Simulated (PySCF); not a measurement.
# NMR shielding calculation, with input and output: C₄H₉F₂S (charge +1)

System: C₄H₉F₂S, charge +1, SMILES C[S+](C)CC(F)F.
Method: GIAO B3LYP/pcSseg-1 NMR shielding, non-relativistic, IEF-PCM methanol (PySCF 2.14.0).

The geometry comes from this level: GFN2-xTB, coordinate held. Figures and captions count atoms from 1; the log counts them from 0 in places.

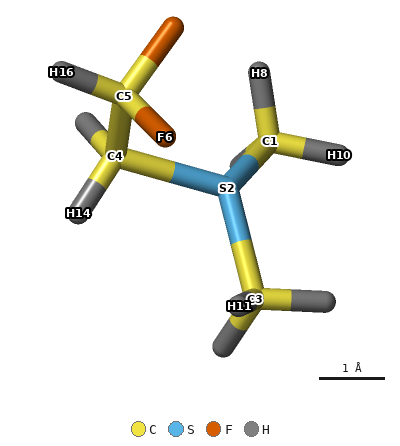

The input geometry (stick view, seen at a tilt; atoms are numbered from 1 in the order of the input). Bond lengths as drawn: C–C 1.53 Å, C–F 1.35 Å, C–H 1.09 to 1.10 Å and C–S 1.82 to 1.85 Å.

Key numbers:

- outcome: converged
- total energy: −755.490620 hartree
- HOMO: −8.47 eV
- LUMO: −1.16 eV
- isotropic shielding, C: 61.8 to 146.3 ppm
- isotropic shielding, S: 457.0 ppm
- isotropic shielding, F: 309.0 to 309.5 ppm
- isotropic shielding, H: 24.9 to 28.4 ppm
- hardware: 1 CPU thread, shared host
- wall time: 16 s
- peak memory: 0.88 GiB

The input:
```
{"job": {"kind": "nmr", "xc": "B3LYP", "basis": "pcSseg-1", "solvent": "methanol", "every": 1, "pop": false}, "charge": 1, "multiplicity": 1}
C     -1.317033    -1.551653     0.578654
S     -0.521320    -0.016895     0.020472
C     -1.474270     1.085551    -1.062386
C      1.281197    -0.152351    -0.386777
C      1.997696     0.582157     0.741877
F      1.558458     1.853329     0.800084
F      1.688168     0.001639     1.916522
H     -0.687534    -1.906748     1.389785
H     -1.433248    -2.308394    -0.193576
H     -2.282604    -1.241414     0.967411
H     -0.931179     2.026434    -1.039518
H     -1.600078     0.724345    -2.080534
H     -2.435735     1.200583    -0.570744
H      1.478750     0.324170    -1.346082
H      1.575072    -1.200793    -0.409486
H      3.092126     0.587160     0.622307
```

The first line tells a small driver script what to run in PySCF; the rest is the geometry in Å.

Launch command:
```bash
OMP_NUM_THREADS=1 python <driver script> task.json out
```

The program's output:
```
coarse grid: 13720 points
cycle   1  E = -755.3412059413  dE =  8.796e-01  |g| = 7.258e-01  |ddm| = 3.369e+00
cycle   2  E = -755.2517171581  dE =  8.949e-02  |g| = 1.070e+00  |ddm| = 1.044e+00
cycle   3  E = -755.4300993381  dE = -1.784e-01  |g| = 6.345e-02  |ddm| = 6.150e-01
cycle   4  E = -755.4306597220  dE = -5.604e-04  |g| = 3.424e-02  |ddm| = 7.843e-02
cycle   5  E = -755.4309180473  dE = -2.583e-04  |g| = 4.901e-03  |ddm| = 3.212e-02
cycle   6  E = -755.4309224787  dE = -4.431e-06  |g| = 1.056e-03  |ddm| = 4.953e-03
final grid: 128136 points
cycle   7  E = -755.4906083851  dE = -3.476e-05  |g| = 7.529e-03  |ddm| = 1.796e-02
cycle   8  E = -755.4906017797  dE =  6.605e-06  |g| = 9.911e-03  |ddm| = 1.060e-02
cycle   9  E = -755.4906201292  dE = -1.835e-05  |g| = 1.058e-03  |ddm| = 5.801e-03
cycle  10  E = -755.4906203228  dE = -1.936e-07  |g| = 1.371e-04  |ddm| = 7.951e-04
cycle  11  E = -755.4906203260  dE = -3.154e-09  |g| = 5.969e-05  |ddm| = 1.243e-04
cycle  12  E = -755.4906203267  dE = -7.619e-10  |g| = 1.003e-05  |ddm| = 5.953e-05
```

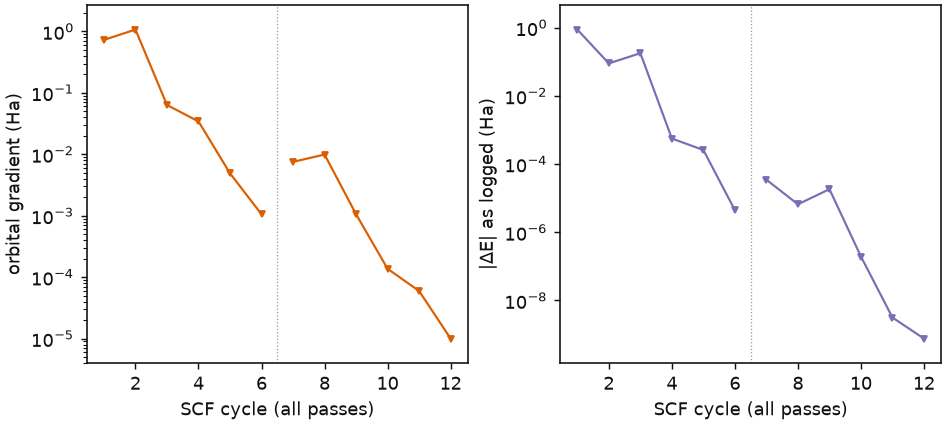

Convergence of the self-consistent field: orbital gradient and size of the energy change against the SCF cycle. The dotted line marks the change from a coarse to the final integration grid. The first 6 cycles use a coarse grid, the final grid takes over at cycle 7, and the field converges after 12 cycles in all.

```
converged SCF energy = -755.4906203267

GIAO shielding tensors (ppm)
atom      isotropic    diamagn.    paramagn.     s11        s22        s33       span
  0 C      146.000     250.505    -104.505    115.552    137.982    184.465     68.914
  1 S      456.963    1061.474    -604.511    233.628    537.235    600.024    366.396
  2 C      146.295     250.507    -104.212    116.057    138.354    184.474     68.417
  3 C      122.885     253.887    -131.002    105.852    110.901    151.903     46.051
  4 C       61.830     237.752    -175.922     45.741     59.712     80.037     34.296
  5 F      309.469     477.361    -167.892    212.708    328.270    387.429    174.720
  6 F      309.046     477.336    -168.290    211.724    328.378    387.037    175.313
  7 H       28.388      29.894      -1.507     22.885     26.939     35.339     12.454
  8 H       27.875      28.724      -0.849     23.134     25.501     34.991     11.857
  9 H       28.385      28.789      -0.404     23.540     25.524     36.091     12.550
 10 H       28.395      29.889      -1.494     22.869     26.941     35.374     12.505
 11 H       27.885      28.729      -0.844     23.144     25.515     34.996     11.853
 12 H       28.415      28.790      -0.375     23.568     25.544     36.133     12.566
 13 H       27.683      30.610      -2.927     23.296     26.447     33.306     10.009
 14 H       27.674      30.621      -2.946     23.328     26.425     33.269      9.941
 15 H       24.906      25.612      -0.706     21.996     22.959     29.763      7.767
```

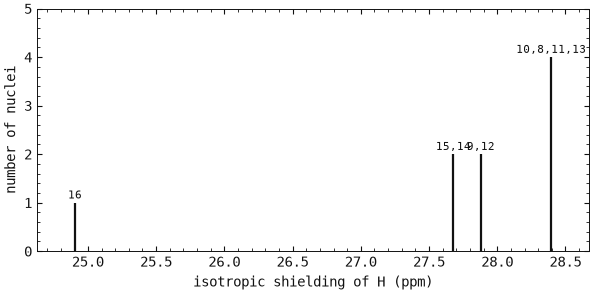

Isotropic shieldings of the hydrogen nuclei in this fixed geometry, labelled by atom number; shielding grows to the right, so chemical shift grows to the left. The least shielded is H16 (24.9 ppm), the most shielded H13 (28.4 ppm).
